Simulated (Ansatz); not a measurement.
**Cl3H3SiSn···HCl: density, localisation and related maps**

```xyz
10

Sn   -0.6581   -0.0916   -0.7538
Cl   -0.0513    0.3125    3.1775
Cl    1.5251    0.1517    0.1883
Cl   -0.8599    1.6597   -2.3681
Cl   -0.6078   -2.1465   -1.9737
Si   -2.7245   -0.0568    0.8507
H    -3.8969   -0.2201   -0.0668
H    -2.6190   -1.2074    1.7959
H    -2.7674    1.2636    1.5464
H    -0.8971    0.3349    4.1696
```

Core potentials replace the inner electrons of Sn.

The calculation used RKS BLYP-D4/def2-SVP (Ansatz 0.2.0).

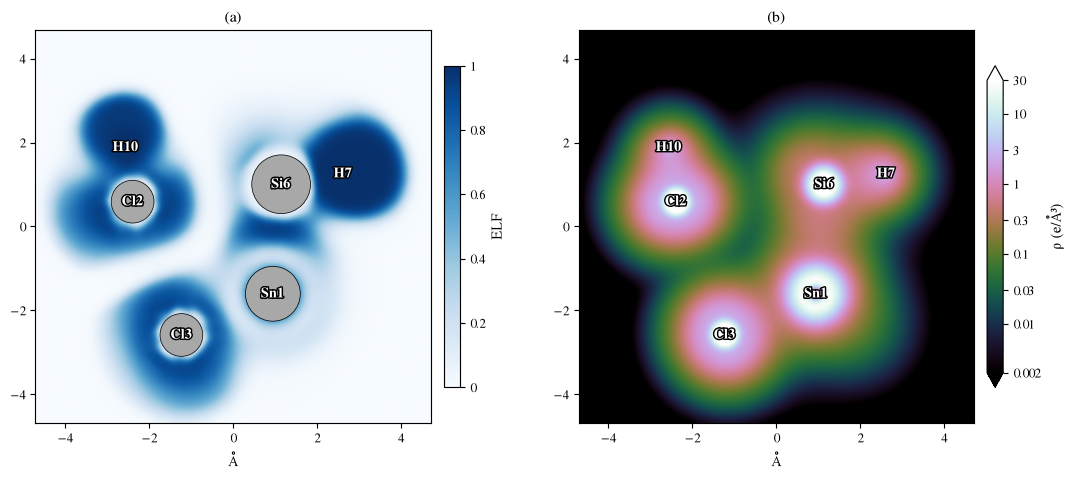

Figure 1. (a) electron localisation function; (b) electron density on the plane of atoms Sn1, Si6 and H7. Grey discs cover the atomic cores in the ELF map.

Interpret the plot.

- The section cuts through Sn, Cl, Si and H sites.
- Si6···Cl2 (3.56 Å): the density falls to about 0.05 e/Å³ on the way; the ELF dips to about 0.05 between them: a non-bonded, intermolecular contact.
- Sn–Cl (2.39 Å): the density is about 0.5 e/Å³ at the midpoint; the ELF peaks at about 0.80 in the valence shell of Cl, 0.8 Å from its nucleus, and drops to about 0.15 between the two atoms.
- Si–Sn (2.62 Å): ρ is about 0.46 e/Å³ halfway; the ELF peaks at about 0.95 between the atoms; a covalent bond.
- Cl–H (1.30 Å): ρ at the midpoint is about 1.8 e/Å³; the ELF climbs to about 1 towards the hydrogen, as it does in any bond to H.
- Si–H (1.50 Å): ρ is about 0.75 e/Å³ halfway; the ELF climbs to about 1 towards the hydrogen.
- The ELF also peaks beside Cl3 and Cl2, away from the bonds: lone-pair regions.

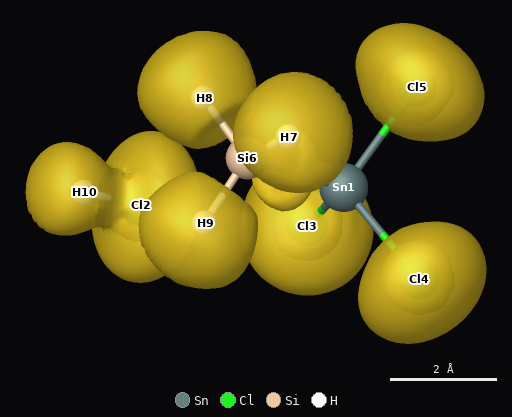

Figure 2. Isosurface of the ELF at 0.75 (yellow), seen from one side. Only the valence region is drawn (cores and ρ < 0.01 e/Å³ removed).

Where are the electrons localised?

The ELF exceeds this value in one region between bonded Si–Sn atoms (shared pairs), three regions around hydrogen nuclei, three regions wrapped around Cl (the valence shell of each) and one joined region spread over several atoms (Cl, H), in which their bonds and any lone pairs are merged.

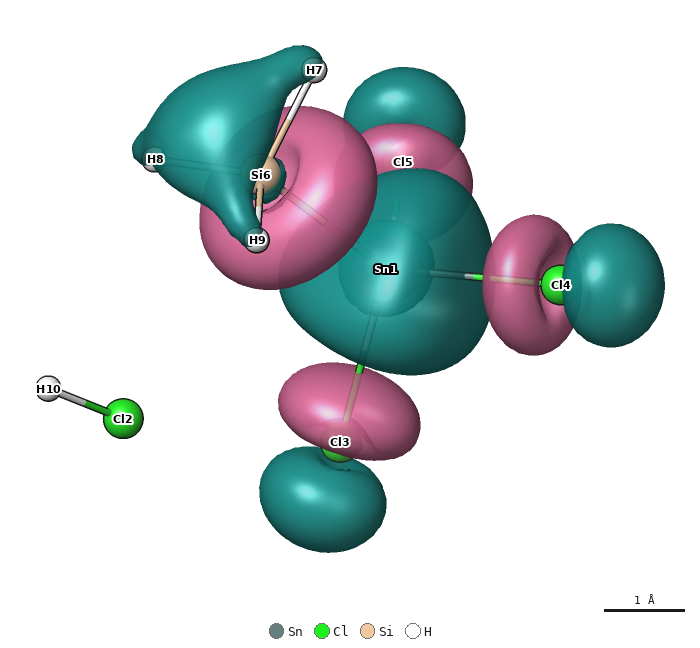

Figure 3. The LUMO at ±0.1 Å⁻³ᐟ² (teal and pink are the two phases), seen at a tilt.

Describe this orbital and give its energy.

It lies mainly on Sn1 (about 30 %), Si6 (about 20 %), Cl3 (about 15 %), Cl4 (about 15 %) and Cl5 (about 15 %). Its energy is −3.17 eV.
